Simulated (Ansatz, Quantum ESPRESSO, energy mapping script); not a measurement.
# CoO: energy mapping under PBE, QE, GBRV, part 2 of 2

Wanted: the magnetic order of CoO, its couplings and an estimate of its ordering temperature, by PBE, QE, GBRV.

PBE; plane waves, collinear spin, no spin–orbit coupling.

So far. Step 4 (Order 3: parallel, cell B of 4 atoms): The run ends ferromagnetic. For each magnetic atom its energy differs from the parallel run of the first cell by 0.11 meV, an error that one common reference would have brought in. Step 5 (Run 4 (compensated +−; cell B, 4 atoms)): The run ends antiferromagnetic, 130.35 meV a magnetic atom below the parallel order of its cell (energies taken at zero occupation width, not the printed F).

## 7. Order 6: parallel, cell D of 6 atoms

Level of this step: PBE, GBRV potentials (Quantum ESPRESSO).

The parallel order again, as the reference for this cell.

Contents of pw.in:

```
&control
  calculation = 'scf'
  prefix = 'pw'
  outdir = './tmp/'
  pseudo_dir = './pseudo/'
  verbosity = 'low'
/
&system
  ibrav = 0
  nat = 6
  ntyp = 2
  ecutwfc = 45
  ecutrho = 360
  nbnd = 55
  occupations = 'smearing'
  smearing = 'fd'
  degauss = 0.00367493
  nspin = 2
  starting_magnetization(1) = 0.1765
/
&electrons
  conv_thr = 1.5e-08
  electron_maxstep = 120
  mixing_beta = 0.3
  mixing_mode = 'plain'
/
ATOMIC_SPECIES
  Co 58.9332 Co.upf
  O 15.9990 O.upf
CELL_PARAMETERS angstrom
  0.00000000 2.13150000 2.13150000
  0.00000000 2.13150000 -2.13150000
  -6.39450000 -2.13150000 0.00000000
ATOMIC_POSITIONS crystal
  Co 0.00000000 0.00000000 0.00000000
  Co 0.33333333 0.33333333 0.66666667
  Co 0.66666667 0.66666667 0.33333333
  O 0.83333333 0.83333333 0.66666667
  O 0.16666667 0.16666667 0.33333333
  O 0.50000000 0.50000000 0.00000000
K_POINTS automatic
  11 11 11 0 0 0
```

Command:

```console
> OMP_NUM_THREADS=1 mpirun -n 4 pw.x -nk 4 -in pw.in > pw.out
```

Output:

```text
[banner, memory and clock lines left out]
Program PWSCF v.7.5 starts
[...]
unit-cell volume          =     392.1063 (a.u.)^3
     number of atoms/cell      =            6
[...]
number of electrons       =        69.00
     number of Kohn-Sham states=           55
     kinetic-energy cutoff     =      45.0000  Ry
     charge density cutoff     =     360.0000  Ry
[...]
internal energy E=F+TS    =    -992.14521377 Ry
     The total energy is F=E-TS. E is the sum of the following terms:
     one-electron contribution =    -549.00846748 Ry
     hartree contribution      =     314.60474710 Ry
     xc contribution           =    -120.05290824 Ry
     ewald contribution        =    -637.68858516 Ry
     total magnetization       =     8.97 Bohr mag/cell
     absolute magnetization    =     9.05 Bohr mag/cell
     convergence has been achieved in  15 iterations
[key lines of the parts left out:]
!    total energy              =    -992.15194896 Ry
the Fermi energy is    13.8499 ev
```

Elapsed: 2.1 min, on 4 MPI ranks of Arm Neoverse V2, shared host; peak memory 0.85 GiB.

The run ends ferromagnetic. For each magnetic atom its energy differs from the parallel run of the first cell by -0.03 meV, an error that one common reference would have brought in.

## 8. Uncompensated ++− start in cell D (6 atoms)

This order reverses 5.33 of the 12 neighbours at 3.01 Å and 1.33 of the 6 neighbours at 4.26 Å, counted for an average magnetic atom.

Changes to pw.in since step 7:

```diff
@@ -10,6 +10,6 @@
   nat = 6
-  ntyp = 2
+  ntyp = 3
   ecutwfc = 45
   ecutrho = 360
-  nbnd = 55
+  nbnd = 52
   occupations = 'smearing'
@@ -19,2 +19,3 @@
   starting_magnetization(1) = 0.1765
+  starting_magnetization(2) = -0.1765
 /
@@ -27,3 +28,4 @@
 ATOMIC_SPECIES
-  Co 58.9332 Co.upf
+  Co1 58.9332 Co.upf
+  Co2 58.9332 Co.upf
   O 15.9990 O.upf
@@ -34,5 +36,5 @@
 ATOMIC_POSITIONS crystal
-  Co 0.00000000 0.00000000 0.00000000
-  Co 0.33333333 0.33333333 0.66666667
-  Co 0.66666667 0.66666667 0.33333333
+  Co1 0.00000000 0.00000000 0.00000000
+  Co1 0.33333333 0.33333333 0.66666667
+  Co2 0.66666667 0.66666667 0.33333333
   O 0.83333333 0.83333333 0.66666667
```

Output:

```text
[banner, memory and clock lines left out]
Program PWSCF v.7.5 starts
[...]
unit-cell volume          =     392.1063 (a.u.)^3
     number of atoms/cell      =            6
[...]
number of electrons       =        69.00
     number of Kohn-Sham states=           52
     kinetic-energy cutoff     =      45.0000  Ry
     charge density cutoff     =     360.0000  Ry
[...]
internal energy E=F+TS    =    -992.13944635 Ry
     The total energy is F=E-TS. E is the sum of the following terms:
     one-electron contribution =    -549.25572207 Ry
     hartree contribution      =     314.82150664 Ry
     xc contribution           =    -120.01664577 Ry
     ewald contribution        =    -637.68858516 Ry
     total magnetization       =     3.01 Bohr mag/cell
     absolute magnetization    =     8.18 Bohr mag/cell
     convergence has been achieved in  19 iterations
[key lines of the parts left out:]
!    total energy              =    -992.14801073 Ry
the Fermi energy is    13.8148 ev
```

It took 3 min on 4 MPI ranks; peak memory 0.84 GiB.

The run ends ferrimagnetic, 22.01 meV a magnetic atom above the parallel order of its cell (energies taken at zero occupation width, not the printed F).

## 9. From energies to couplings

Each energy difference is a sum of couplings weighted by the pairs that the order reverses. A few near shells are fitted to the differences by least squares. Energies are those extrapolated to zero occupation width, not the free energies F.

Energies from the parallel order of the same cell:

```
                      order  atoms  energy (meV a magnetic atom)  moments (μB)  moments kept as typed  opposed neighbours at 3.01, 4.26 Å
         parallel in cell A      4                          0.00          2.55                    yes                                0, 0
   compensated +− in cell A      4                         89.35          2.35                    yes                                8, 0
         parallel in cell B      4                          0.00          2.55                    yes                                0, 0
   compensated +− in cell B      4                       -130.35          2.40                    yes                                6, 6
         parallel in cell D      6                          0.00          2.55                    yes                                0, 0
uncompensated ++− in cell D      6                         22.01  2.36 to 2.47                    yes                          5.33, 1.33
```

Couplings from the energies, with E = −Σ J e·e over ordered pairs:

```
 pair  distance (Å)  neighbours  J (meV)
Co–Co          3.01          12     5.74
Co–Co          4.26           6    -16.5
```

Adding the shell at 5.22 Å gives 4.4, -16 and 0.59 meV and a mean-field temperature of 763 K, an exact solve that tests nothing.

The script's first fit took in one more shell; these couplings, and the temperatures drawn from them, were computed anew from the same energies.

Limits of this fit: 1 of the orders did not finish or lost their signs.

In mean field these couplings order at 766 K, at q = (0.50, 0.50, 0.50) in fractions of the conventional cell's reciprocal vectors, and give a Curie–Weiss temperature of -234 K.

## 10. Finite temperature

Mean field ignores fluctuations and overstates the ordering temperature, so the model is also sampled. The heat capacity peaks where order sets in.

Classical unit spins with these couplings on 8×8×4 copies of a cell that holds the lowest order (512 spins), heat-bath sweeps, cooled from random directions, 300 sweeps to settle and 900 measured at each temperature.

```
T (K)  order along the lowest pattern  net moment  heat capacity (k_B a spin)
 92.0                            0.36        0.01                        1.01
  171                            0.28        0.01                        1.10
  250                            0.42        0.02                        1.13
  329                            0.28        0.02                        1.35
  408                            0.35        0.02                        1.59
  487                            0.24        0.03                        1.77
  527                            0.21        0.03                        1.74
  606                            0.16        0.03                        1.12
  685                            0.12        0.03                        0.66
  764                            0.09        0.03                        0.36
  843                            0.08        0.03                        0.31
```

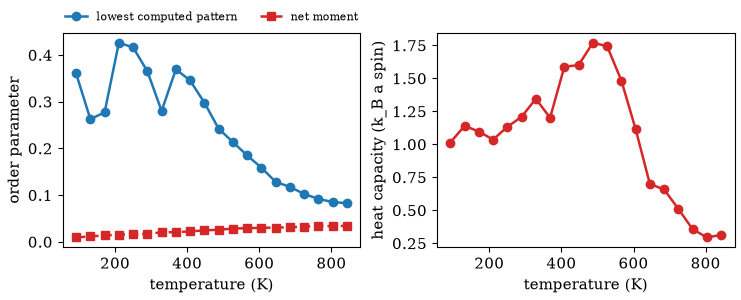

Order parameter and heat capacity against temperature.

The smoothed heat capacity peaks at 495 K. The order column follows one pattern alone; equivalent domains or another pattern share the rest.

## 11. Results

```yaml
lowest_order_tried: compensated +− in cell B
largest_fitted_value_co_co_at_4p26_a: -16.5 meV
ordering_temperature_mean_field: 766 K
heat_capacity_peak_monte_carlo: 495 K
```

In words: Of the orders tried, CoO prefers the order “compensated +− in cell B” under PBE, QE, GBRV, with 6 of 12 neighbours at 3.01 Å and 6 of 6 neighbours at 4.26 Å opposed, and the heat capacity of the fitted model peaks near 495 K (Monte Carlo, classical spins). The largest fitted coupling is the Co–Co pair at 4.26 Å, antiferromagnetic at -17 meV, across a ligand at about 180°. It also takes up the part of reversed shells that are not fitted, so neither its size nor its rank as a single path is established. The orders also reverse pairs at 5.22 and 6.03 Å, which are not fitted, so the fitted values hold their part too. With 3 differences for 2 couplings the fit misses by 4.9 meV at most, a small part of the spread. Taking in the shell at 5.22 Å as well gives 4.4, -16 and 0.59 meV and a mean-field temperature of 763 K. The shorter fit, which has an equation to spare, is the one used. In the fitted orders moments change by up to 7.8 % against the parallel run of the same cell, so the mapping is rough. Every order is gapless on its mesh at this level. In a metal exchange reaches farther, and a short model of fixed moments is less apt; where the compound is in fact an insulator, these couplings come from a wrongly metallic state. Monte Carlo puts the peak at 0.65 of the mean-field temperature, since mean field leaves out fluctuations. In tests on simple cubic and body-centred models such peaks lay 5 to 6 % under the bulk value. On cooling, the order along the one computed pattern stays at or under 0.43: the model settles in an equivalent domain, a degenerate mixture or another order. The parallel order holds 3 μB a magnetic atom, spin 1.5; the common factor (S+1)/S would raise the classical 495 K to 825 K, a correction that often overshoots. The classical value and the one scaled by (S+1)/S differ by a factor of 1.7, so closeness of either to the measured temperature is partly a matter of convention.

1 further run of the session is left out of this account and of its counts and ranges: runs hit by known faults of a program or its files, repeats, responses too ill-conditioned to give a U, cells squeezed past sense, harmless faults, or fits whose shells could not be counted again from the structure.

Comparison with the measured values:

| quantity | measured | PBE, QE, GBRV, Monte Carlo | PBE, QE, GBRV, Monte Carlo × (S+1)/S |
| --- | --- | --- | --- |
| ordering temperature (spin model) (K) | 291 | 495 (+70.1 %) | 825 (+183.4 %) |

Measured values from arxiv:2004.06613 (2020).

How well it matches: For the ordering temperature, of the levels listed nearest comes PBE, QE, GBRV, Monte Carlo (+70.1 %, a clear miss) and farthest PBE, QE, GBRV, Monte Carlo × (S+1)/S (+183.4 %, a clear miss). No cell relaxation is part of this session.

[Logs and program files are shortened in this print: banners, set-up blocks, solver, clock and traceback lines can be left out without a mark of their own.]

[Logs are printed without paths, hosts, clocks, repeated set-up lines and the standing remarks that a program may print on its own settings, such as how far it seeks lower states.]

[Hosts, paths, dates, database ids (printed as entryN), source tags and the programs' standing remarks are cut or masked in the printed files.]

[Where a cell is said to come from a database of computed structures, the database is the Materials Project.]
